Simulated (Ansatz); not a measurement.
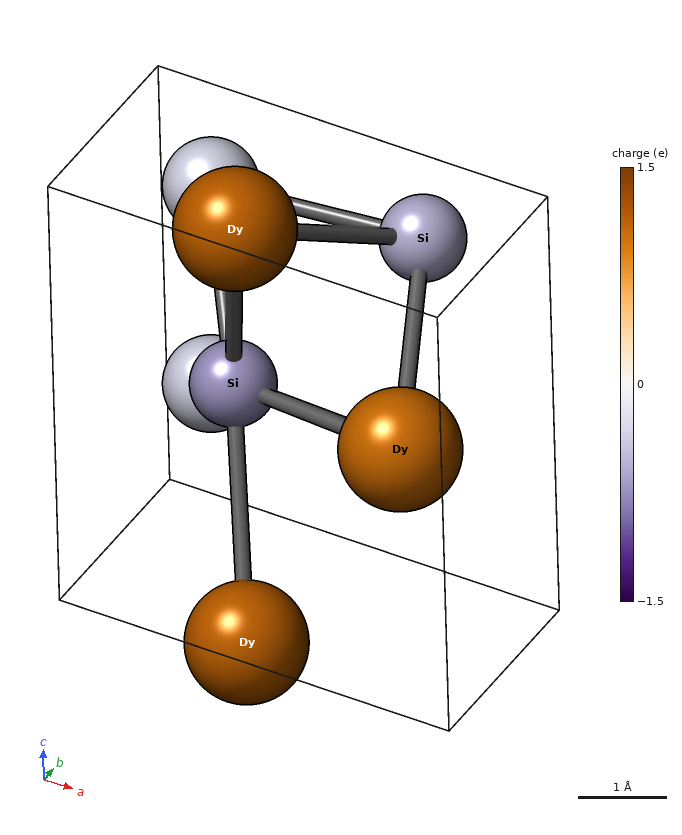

The figure gives a ball-and-stick picture of the atoms, viewed slightly off an axis. One simulation cell is framed, with atoms on its boundary repeated. The atoms of this Dy2Fe3Si2 cell are coloured by their Bader charge.

Level of theory and settings: DFT, PAW plane waves, RPBE in Ansatz 0.2.0, plane-wave cutoff 420 eV, a 4×4×4 sampling of the Brillouin zone, Fermi-Dirac smearing of 0.1 eV, no spin polarisation (a spin-restricted run, not always the ground state).

Q: What charges do the elements carry?

A: Most positive: Dy; most negative: Si. Charges: about Dy +1.0 to +1.1 e; Fe -0.3 e; Si -0.7 to -0.5 e.

Provenance: a made-up disordered cell; not relaxed. It went into a calculation with Ansatz.

At this level of theory the cell isn't at rest (forces up to 1.3 eV/Å), so its distances can differ from those at equilibrium, the more so the softer the solid.
